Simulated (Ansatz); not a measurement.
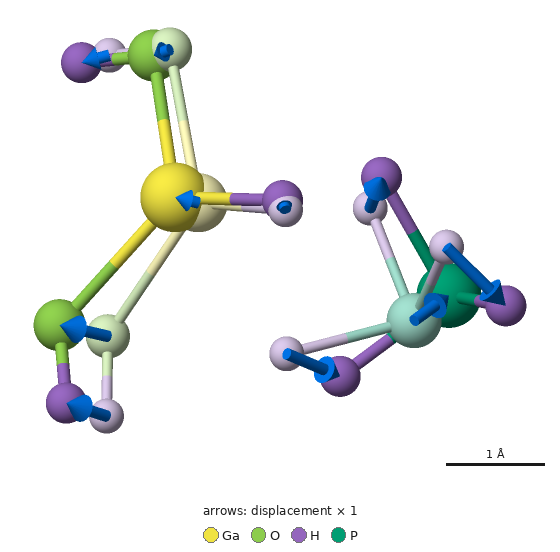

A relaxation of GaPH6O2. The starting structure is drawn faded, the final one solid; blue arrows show the displacements, at their true length. The two geometries are superimposed by the best rigid fit.

A ball-and-stick model, seen from a free direction.

The run prepares an end point of a later path (reaction) calculation, from a guessed geometry.

Computed with Ansatz, RKS B3LYP/def2-mTZVP.

The input:
```yaml
crystal:
  periodic: [false, false, false]
  atoms:
    - { symbol: Ga, position_ang: [-0.121915, -0.12754, -0.053453] }
    - { symbol: O, position_ang: [-0.170973, -0.578978, 1.686472] }
    - { symbol: H, position_ang: [-1.049321, -0.74746, 2.051063] }
    - { symbol: O, position_ang: [1.529454, -0.158776, -0.749123] }
    - { symbol: H, position_ang: [2.213628, -0.414957, -0.116085] }
    - { symbol: H, position_ang: [-1.352336, 0.171004, -0.95115] }
    - { symbol: P, position_ang: [0.293646, 2.956044, 1.537623] }
    - { symbol: H, position_ang: [1.654006, 2.761163, 1.156981] }
    - { symbol: H, position_ang: [-0.200238, 2.72631, 0.214229] }
    - { symbol: H, position_ang: [0.114849, 1.604988, 1.947044] }
basis:
  gaussian: { orbitals: def2-mTZVP }
hamiltonian:
  xc: b3lyp
relax:
  f_tol: 0.03
  max_steps: 50
```

Run as
```bash
ansatz run input.yaml --threads 4 --pin off --max-ram 5120MiB --backend cpu --events-out ev --progress --plain --runs-dir out
```

Describe the change and its energy.

Over 23 accepted moves (26 points after the start) the energy falls by 0.108 eV. Largest force component: 0.31 eV/Å at the start, 0.0099 eV/Å at the end. The line search rejected the trial steps at points 11, 18, 25 of the run. The forces were under the threshold at step 12, but the run went on from there. The atom that moves furthest after the best rigid fit is H9 (0.91 Å). Largest moves by element: H 0.91 Å, O 0.66 Å, P 0.62 Å, Ga 0.26 Å. Among the contacts that change: Ga1–P7 3.495 → 4.182 Å.

Limits of the set-up: the start holds two separate molecules, 2.2 Å apart at their closest, whose relative position is a soft coordinate and is computed without a dispersion correction.
